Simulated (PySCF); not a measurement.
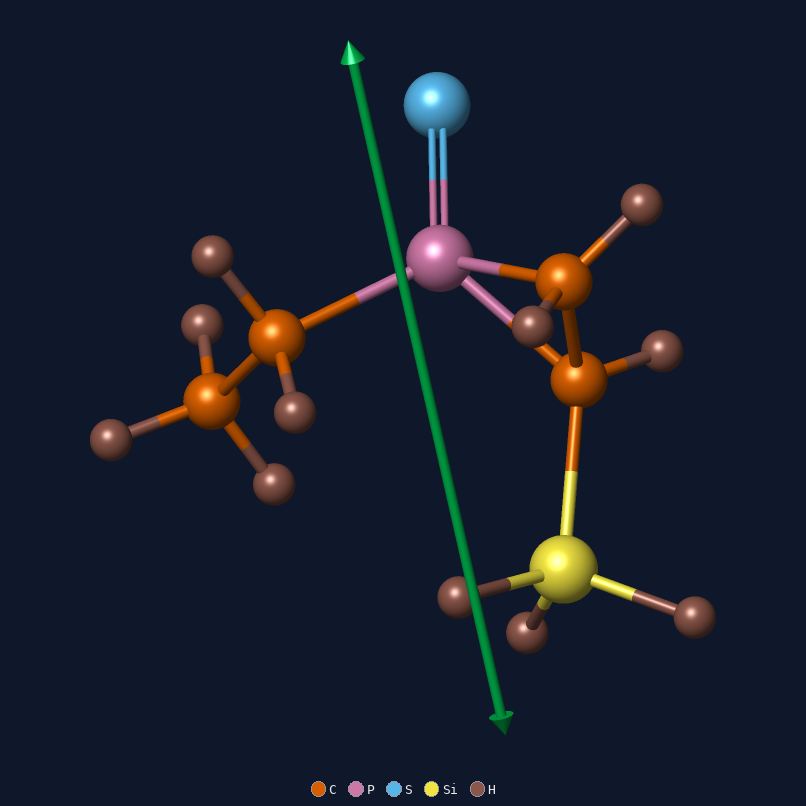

The double arrow shows the direction of the transition dipole to excited singlet state 1 (its length means nothing). The computed structure is the end point of a GFN2-xTB optimisation. No frequency run is at hand to confirm it as a minimum. Properties computed with TDDFT CAM-B3LYP/def2-SVPD, vertical, gas phase, core orbitals frozen in the response (PySCF 2.14.0).

Question: Where does the transition lie, and how strong is it?

Answer: 5.17 eV (240 nm), oscillator strength 0.030, of mixed character, with the largest part HOMO → LUMO (weight 0.41); transition dipole 1.24 D.

The geometry is semi-empirical. Around P, Si such bond lengths and angles can be off by a tenth of an ångström or more and by several degrees, and values that hang on the shape move with them.
